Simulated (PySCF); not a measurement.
# CH4NSeSi, doublet, SMILES `[N]=C[SiH2][SeH]`: electronic structure

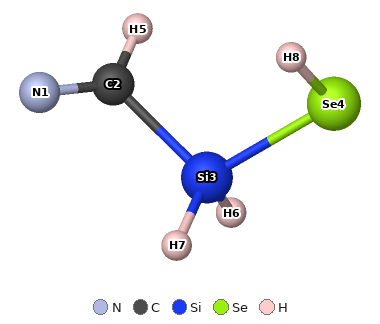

The molecule, with its atoms numbered as below. No frequency check shows the geometry to be a minimum.

Cartesian coordinates (Å):

```
N1       2.9981   -0.6191    0.3363
C2       2.0418   -0.4743   -0.3820
Si3      0.6854    0.8869    0.0159
Se4     -1.3308   -0.1852   -0.0031
H5       1.7986   -1.0279   -1.2931
H6       0.6315    1.8106   -1.1118
H7       0.9534    1.5028    1.3068
H8      -0.9677   -1.2274    0.9180
```

Part 1: Bonding charge

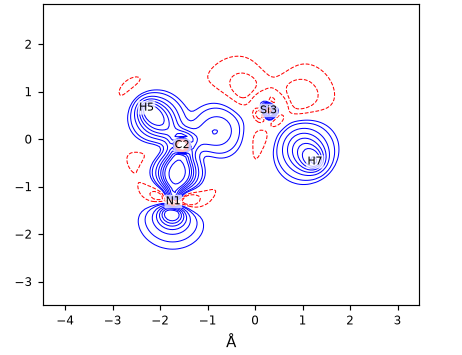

Deformation density (molecule less spherical, spin-averaged free atoms) in the plane of N1, C2, Si3, H5 and H7; contours at ±0.05 to ±0.8 e/Å³; solid blue lines: gain, dashed red lines: loss.

PySCF calculation, PBE0/def2-TZVP, gas phase; geometry: GFN2-xTB. The stability of the open-shell solution wasn't checked. GFN2-xTB doesn't know the spin state, so this open-shell geometry is rough.

Q: Describe the bonding that the map shows.

A: N1–C2: +0.91 e/Å³ at the bond critical point (bond length 1.21 Å, Mayer order 2.2). C2–H5: +0.70 e/Å³ at the bond critical point (bond length 1.09 Å, Mayer order 0.9). Si3–H7: +0.26 e/Å³ at the bond critical point (bond length 1.46 Å, Mayer order 0.9). C2–Si3: +0.14 e/Å³ at the bond critical point (bond length 1.96 Å, Mayer order 0.9). In all, 2.0 electrons gather in the regions of gain relative to the promolecule. A small or negative value marks a very polar bond, one between electron-rich atoms, whose free-atom densities already overlap strongly, a long bond to a heavier atom, or a closed-shell contact such as a hydrogen bond.

Q: Where do the Hirshfeld charges lie?

A: The highest Hirshfeld charge is on Si3 (+0.31 e), the lowest on N1 (−0.17 e).

Part 2: Bond critical points

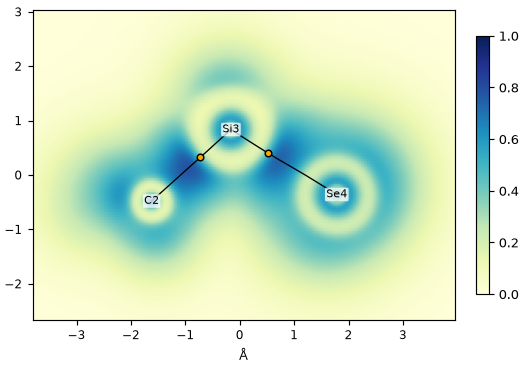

Localised orbital locator (LOL) in the plane of C2, Si3 and Se4, with bond paths and bond critical points (dots).

Q: What values does LOL take at the bond critical points in this plane?

A: Si3–Se4: about 0.49; C2–Si3: about 0.44. Values above 0.5 mark slow, localised electrons, as in shared pairs; low values at a critical point mark a polar or closed-shell contact whose critical point lies between the shells.

Q: Where along Si3–Se4 does the critical point lie?

A: 0.80 Å from Si3 and 1.48 Å from Se4.

Part 3: Local ionisation energy

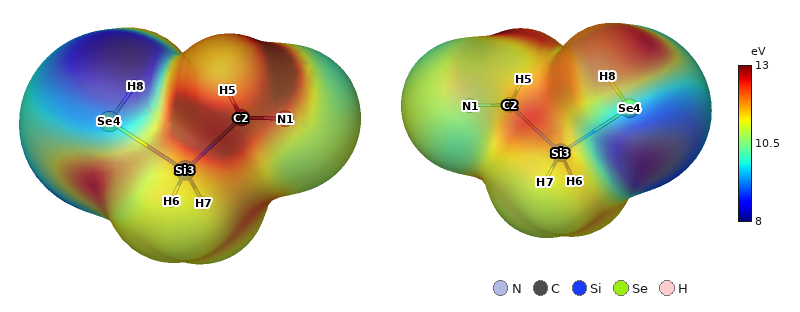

Average local ionisation energy on the surface of electron density 0.001 a.u. (back view left, front view right).

Q: Where are the most loosely bound electrons on this surface?

A: The lowest value is 8.1 eV, about equally far (2.4 Å) from Se4 and H5. Further minima include 8.1 eV, 2.4 Å from Se4; 10.1 eV, 1.9 Å from N1; 10.1 eV, 1.9 Å from N1. For comparison, the highest occupied orbital lies at −6.7 eV.

Q: What volume does the surface enclose, and what is the dipole moment?

A: About 124 Å³; the dipole moment is 1.7 D.

Part 4: Spin density

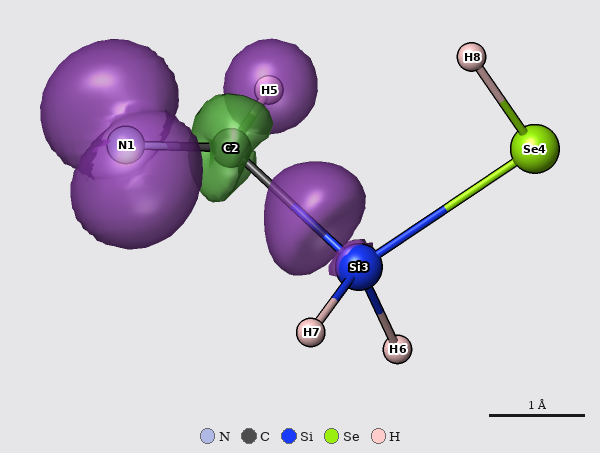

Spin density ρα − ρβ at ±0.05 e/Å³ (purple: excess α, green: excess β).

Q: Where is the unpaired spin?

A: Hirshfeld spin populations: N1 +0.71, Si3 +0.11, H5 +0.09 and C2 +0.05. ⟨S²⟩ = 0.76, against 0.75 for a pure state. The picture also shows regions of β spin from spin polarisation; the Hirshfeld sums, whose atoms overlap, net them against the α spin of neighbours.

Part 5: In an electric field

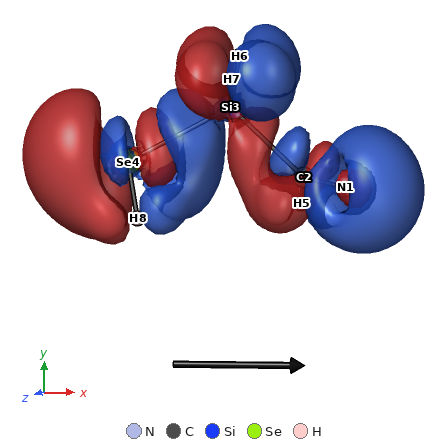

Change of the electron density in a uniform field of 0.26 V/Å along +x (arrow), surfaces at ±0.0015 e/Å³ (red: gain, blue: loss).

Method: ωB97X/def2-SVPD; geometry: GFN2-xTB; program: PySCF. The stability of the open-shell solution wasn't checked. GFN2-xTB doesn't know the spin state, so this open-shell geometry is rough.

Q: What dipole is induced, and what polarisability does it imply?

A: The induced dipole is 1.16 D (along the field); α along this axis, from the fields in both directions, is 91 bohr³ (13.5 Å³).

Q: Which atoms gain and lose the most charge?

A: Electrons gather most on Se4 (Hirshfeld charge changes by −0.036 e) and leave N1 most (+0.027 e); 0.084 electrons are displaced in all.

Part 6: Removing or adding an electron

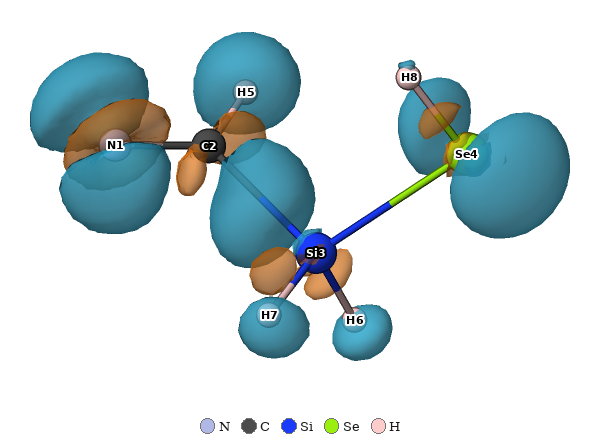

Fukui function f⁻ = ρ(N) − ρ(N−1) at fixed geometry, surfaces at ±0.03 e/Å³ (light blue positive, orange negative).

Method: TPSS/cc-pVDZ; geometry: GFN2-xTB; program: PySCF. GFN2-xTB doesn't know the spin state, so this open-shell geometry is rough.

Q: Which atoms respond most to the removal of an electron?

A: f⁻ (Hirshfeld-condensed) is largest on Se4 (0.27) and N1 (0.25); the vertical ionisation energy is 8.28 eV (to the singlet cation, which needn't be its lowest state). Condensed values hint at sites of electrophilic attack but needn't mark the atom that reacts. Shares this close don't rank the sites. Orbital relaxation makes it negative in places (0.18 e in all).

| atom | f⁻ | charge |
| --- | --- | --- |
| N1 | +0.25 | −0.15 |
| C2 | +0.12 | −0.05 |
| Si3 | +0.11 | +0.32 |
| Se4 | +0.27 | −0.08 |
| H5 | +0.11 | +0.06 |
| H6 | +0.05 | −0.07 |
| H7 | +0.05 | −0.07 |
| H8 | +0.04 | +0.03 |

The PySCF runs shown took 54 s, 120 s and 98 s on 1 thread of Arm Neoverse V1, with other jobs on the host.
